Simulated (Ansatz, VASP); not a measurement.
# BiB in two plane-wave programs

Wanted: the spread between two codes on one cell, functional and k mesh. The cell is invented: As first built, before any earlier steps moved the atoms (in the runner's words): it takes the BP structure with some of its atoms replaced by other elements, volume scaled by an estimate. It may not be a known or stable phase. The cell is taken from a series of VASP runs on this material, whose earlier steps may have relaxed, scaled or displaced it; both programs get it as it stands. Other levels of theory on this material are compared in a session of their own. Valence electrons are named where the data sets of a main pair hold unlike numbers.

Main program and level: Ansatz 0.2.0; plane waves, with VASP 6.6.1 beside it; band structure at PBE, spin-orbit coupling.

**1. Starting point**

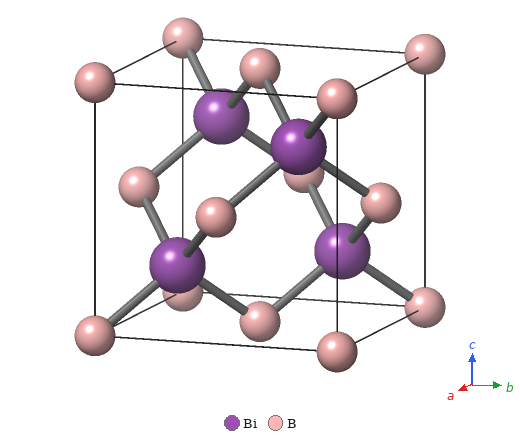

Start, viewed slightly off an axis; bismuth purple, boron pink. This picture shows the conventional cell, with its axes. Bonds to atoms that aren't drawn are left out. Some periodic images of atoms are drawn too.

As a file:

```cif
data_structure
_symmetry_space_group_name_H-M 'F-43m'
_symmetry_Int_Tables_number 216
_cell_length_a 5.5228
_cell_length_b 5.5228
_cell_length_c 5.5228
_cell_angle_alpha 90.000
_cell_angle_beta 90.000
_cell_angle_gamma 90.000
_cell_volume 168.45
loop_
_atom_site_label
_atom_site_type_symbol
_atom_site_symmetry_multiplicity
_atom_site_Wyckoff_symbol
_atom_site_fract_x
_atom_site_fract_y
_atom_site_fract_z
_atom_site_occupancy
Bi1 Bi 4 d 0.25000 0.25000 0.75000 1
B1 B 4 a 0.00000 0.00000 0.00000 1
```

**2. VASP: band structure, PBE, spin-orbit coupling**

With cell and atoms fixed, the geometry can't cause a difference; cores, projectors, grids and the points listed under the comparison can.

Lines of VASP's logs that name or quote its potential files are left out, and so is its time.

File INCAR:

```
SYSTEM = BiB
PREC = Accurate
ENCUT = 420
EDIFF = 1E-06
NELM = 100
ISMEAR = 0
SIGMA = 0.02
LREAL = .FALSE.
ALGO = Normal
GGA = PE
LNONCOLLINEAR = .TRUE.
MAGMOM = 0 0 0 0 0 0
NBANDS = 30
GGA_COMPAT = .FALSE.
LASPH = .TRUE.
LSORBIT = .TRUE.
LORBIT = 11
LWAVE = .FALSE.
LCHARG = .FALSE.
KPAR = 4
```

File POSCAR:

```
BiB
1.0
    0.0000000000      2.7613761270      2.7613761270
    2.7613761270      0.0000000000      2.7613761270
    2.7613761270      2.7613761270      0.0000000000
Bi B
1 1
Direct
    0.2500000000      0.2500000000      0.2500000000
    0.0000000000      0.0000000000      0.0000000000
```

File KPOINTS:

```
Automatic mesh
0
Gamma
7 7 7
0 0 0
```

File KPOINTS_OPT:

```
Line mode
16
Line-mode
Reciprocal
  0.00000000   0.00000000   0.00000000 GAMMA
  0.50000000   0.00000000   0.50000000 X

  0.50000000   0.00000000   0.50000000 X
  0.50000000   0.25000000   0.75000000 W

  0.50000000   0.25000000   0.75000000 W
  0.37500000   0.37500000   0.75000000 K

  0.37500000   0.37500000   0.75000000 K
  0.00000000   0.00000000   0.00000000 GAMMA

  0.00000000   0.00000000   0.00000000 GAMMA
  0.50000000   0.50000000   0.50000000 L

  0.50000000   0.50000000   0.50000000 L
  0.62500000   0.25000000   0.62500000 U

  0.62500000   0.25000000   0.62500000 U
  0.50000000   0.25000000   0.75000000 W

  0.50000000   0.25000000   0.75000000 W
  0.50000000   0.50000000   0.50000000 L

  0.50000000   0.50000000   0.50000000 L
  0.37500000   0.37500000   0.75000000 K

  0.62500000   0.25000000   0.62500000 U
  0.50000000   0.00000000   0.50000000 X
```

PAW data sets: Bi_d and B (PBE family, release 64).

Started as:

```console
$ mpirun -np 4 vasp_ncl
```

Numbers of over 12 decimals in the logs are rounded to 6 here.

The program printed:

```text
[banner, memory and clock lines left out]
running    4 mpi-ranks, on    1 nodes
 distrk:  each k-point on    1 cores,    4 groups
 distr:  one band on    1 cores,    1 groups

 POSCAR found type information on POSCAR BiB
 POSCAR found :  2 types and       2 ions
 LDA part: xc-table for (Slater+PW92), standard interpolation
 POSCAR, INCAR and KPOINTS ok, starting setup
 FFT: planning ... GRIDC
 FFT: planning ... GRID_SOFT
 FFT: planning ... GRID
 WAVECAR not read
 entering main loop
       N       E                     dE             d eps       ncg     rms          rms(c)
DAV:   1     0.171632150065E+03    0.17163E+03   -0.81123E+03  1800   0.123E+03
DAV:   2     0.707400849018E+01   -0.16456E+03   -0.15824E+03  1812   0.368E+02
DAV:   3    -0.966729796708E+01   -0.16741E+02   -0.16514E+02  2178   0.129E+02
DAV:   4    -0.102575856679E+02   -0.59029E+00   -0.58885E+00  2182   0.258E+01
DAV:   5    -0.102814670391E+02   -0.23881E-01   -0.23878E-01  2526   0.488E+00    0.359E+00
DAV:   6    -0.967779109487E+01    0.60368E+00   -0.89979E-01  2470   0.779E+00    0.136E+00
DAV:   7    -0.966290585046E+01    0.14885E-01   -0.21049E-01  2112   0.243E+00    0.775E-01
DAV:   8    -0.966101603285E+01    0.18898E-02   -0.23558E-02  2352   0.175E+00    0.522E-01
DAV:   9    -0.966100701371E+01    0.90191E-05   -0.21009E-03  2200   0.465E-01    0.104E-01
DAV:  10    -0.966080301361E+01    0.20400E-03   -0.16840E-03  2536   0.475E-01    0.468E-02
DAV:  11    -0.966087429544E+01   -0.71282E-04   -0.17448E-04  2034   0.963E-02    0.193E-02
DAV:  12    -0.966089893130E+01   -0.24636E-04   -0.39711E-05  2092   0.545E-02    0.391E-03
DAV:  13    -0.966089988774E+01   -0.95644E-06   -0.22677E-06  2106   0.156E-02
   1 F= -.96608999E+01 E0= -.96608670E+01  d E =-.657980E-04  mag=    -0.0000    -0.0000     0.0000
 Start KPOINTS_OPT (optional k-point list driver)
k-point batch [1-30\160]
       N       E                     dE             ncg
DAV:   1     0.876102288801E+03   -0.11118E+05     1800
DAV:   2    -0.404598633629E+04   -0.49221E+04     1820
DAV:   3    -0.454475530329E+04   -0.49877E+03     2212
DAV:   4    -0.456251437156E+04   -0.17759E+02     2262
DAV:   5    -0.456306714794E+04   -0.55278E+00     2574
DAV:   6    -0.456308260167E+04   -0.15454E-01     2564
DAV:   7    -0.456308279964E+04   -0.19797E-03     2538
DAV:   8    -0.456308280484E+04   -0.52006E-05     2308
DAV:   9    -0.456308280499E+04   -0.15070E-06     1526
[...]
k-point batch [151-160\160]
       N       E                     dE             ncg
DAV:   1     0.112944334450E+05   -0.55023E+04      600
DAV:   2     0.967566731406E+04   -0.16188E+04      616
DAV:   3     0.952312813705E+04   -0.15254E+03      776
DAV:   4     0.951825012901E+04   -0.48780E+01      794
DAV:   5     0.951811943990E+04   -0.13069E+00      890
DAV:   6     0.951811566494E+04   -0.37750E-02      930
DAV:   7     0.951811561315E+04   -0.51789E-04      850
DAV:   8     0.951811561156E+04   -0.15929E-05      842
DAV:   9     0.951811561150E+04   -0.56732E-07      530
```

From OUTCAR (step 2):

```text
ion  position               nearest neighbor table
   1  0.250  0.250  0.250-   2 2.39   2 2.39   2 2.39   2 2.39
   2  0.000  0.000  0.000-   1 2.39   1 2.39   1 2.39   1 2.39

  LATTYP: Found a face centered cubic cell.
 ALAT       =     5.5227522540

 Subroutine GETGRP returns: Found 24 space group operations
 (whereof 24 operations were pure point group operations)

The static configuration has the point symmetry T_d .

 Found     30 irreducible k-points:

   k-points           NKPTS =     30   k-points in BZ     NKDIM =     30   number of bands    NBANDS=     30

   dimension x,y,z NGX =    28 NGY =   28 NGZ =   28
   dimension x,y,z NGXF=    56 NGYF=   56 NGZF=   56

   ENCUT  =  420.0 eV  30.87 Ry    5.56 a.u.   6.53  6.53  6.53*2*pi/ulx,y,z

   NELECT =      18.0000    total number of electrons

 k-points in reciprocal lattice and weights: Automatic mesh
   0.00000000  0.00000000  0.00000000       0.003
   0.14285714  0.00000000  0.00000000       0.012
  -0.14285714  0.00000000  0.00000000       0.012
   0.28571429  0.00000000  0.00000000       0.012
  -0.28571429  0.00000000  0.00000000       0.012
   0.42857143  0.00000000  0.00000000       0.012
  -0.42857143  0.00000000  0.00000000       0.012
   0.14285714  0.14285714  0.00000000       0.017
   0.28571429  0.14285714  0.00000000       0.035
[...]
-0.42857143  0.42857143  0.14285714       0.070
  -0.28571429  0.42857143  0.14285714       0.070

 average (electrostatic) potential at core
       1-104.1078       2 -26.7714

 E-fermi :   7.1170

 k-point     1 :       0.0000    0.0000    0.0000
  band No.  band energies     occupation
    ...
     14       5.9465      1.00000
     15       7.0563      0.99999
     16       7.0563      0.99999
     17       7.1170      0.50001
     18       7.1170      0.50001
     19       7.1170      0.50000
     20       7.1170      0.50000
     21       8.8476      0.00000
     22       8.8476      0.00000
     23      10.2733      0.00000
    ...

 k-point     2 :       0.1429    0.0000    0.0000
  band No.  band energies     occupation
    ...
     14       4.1632      1.00000
     15       6.0282      1.00000
     16       6.0282      1.00000
     17       6.7072      1.00000
     18       6.7363      1.00000
     19       7.8549      0.00000
     20       7.8549      0.00000
     21       9.4947      0.00000
     22       9.4947      0.00000
     23      10.7316      0.00000
    ...

 k-point     3 :      -0.1429    0.0000    0.0000
  band No.  band energies     occupation
    ...
     14       4.1632      1.00000
     15       6.0282      1.00000
     16       6.0282      1.00000
     17       6.7072      1.00000
     18       6.7363      1.00000
     19       7.8549      0.00000
     20       7.8549      0.00000
     21       9.4947      0.00000
     22       9.4947      0.00000
     23      10.7316      0.00000
    ...

  Total        0.0559674      0.0559674      0.0559674     -0.0000000      0.0000000     -0.0000000
  in kB        2.1293097      2.1293097      2.1293097     -0.0000000      0.0000000     -0.0000000
  external PRESSURE =       2.1293097 kB  Pullay stress =       0.0000000 kB

  energy-cutoff  :      420.00
  volume of cell :       42.11
      direct lattice vectors                 reciprocal lattice vectors
     0.000000000  2.761376127  2.761376127    -0.181069140  0.181069140  0.181069140
     2.761376127  0.000000000  2.761376127     0.181069140 -0.181069140  0.181069140
     2.761376127  2.761376127  0.000000000     0.181069140  0.181069140 -0.181069140

 POSITION                                       TOTAL-FORCE (eV/Angst)
 -----------------------------------------------------------------------------------
      1.38069      1.38069      1.38069        -0.000000      0.000000     -0.000000
      0.00000      0.00000      0.00000         0.000000     -0.000000      0.000000
 -----------------------------------------------------------------------------------
    total drift:                                0.000000      0.000000      0.000000

  FREE ENERGIE OF THE ION-ELECTRON SYSTEM (eV)
  ---------------------------------------------------
  free  energy   TOTEN  =        -9.6608998877 eV

  energy  without entropy=       -9.6608340897  energy(sigma->0) =       -9.66086699

 Spin-Orbit-Coupling matrix elements
 Ion:    1  E_soc:     -1.4060690
 Ion:    2  E_soc:     -0.0000510

 total charge
# of ion       s       p       d       tot
------------------------------------------
    1        1.421   1.596   9.960  12.977
    2        0.681   0.975   0.000   1.656
--------------------------------------------------
tot          2.102   2.571   9.960  14.633

 magnetization (x)
# of ion       s       p       d       tot
------------------------------------------
    1       -0.000   0.000   0.000   0.000
    2        0.000   0.000   0.000   0.000
--------------------------------------------------
tot          0.000   0.000   0.000   0.000

 magnetization (y)
# of ion       s       p       d       tot
------------------------------------------
    1       -0.000   0.000  -0.000  -0.000
    2        0.000   0.000   0.000   0.000
--------------------------------------------------
tot          0.000   0.000  -0.000   0.000

 magnetization (z)
# of ion       s       p       d       tot
------------------------------------------
    1       -0.000  -0.000   0.000  -0.000
    2       -0.000  -0.000   0.000  -0.000
--------------------------------------------------
tot         -0.000  -0.000   0.000  -0.000

[... 3 further parts left out ...]
```

The run ends at a pressure of 0.21 GPa.

(Part 1 of 2 ends here.)

[Lines on the potential files, build, host, timing and source positions are cut from VASP's logs without a mark.]

[Logs are printed without paths, hosts, clocks, repeated set-up lines and the standing remarks that a program may print on its own settings, such as how far it seeks lower states.]

[Hosts, paths, dates, database ids (printed as entryN), source tags and the programs' standing remarks are cut or masked in the printed files.]
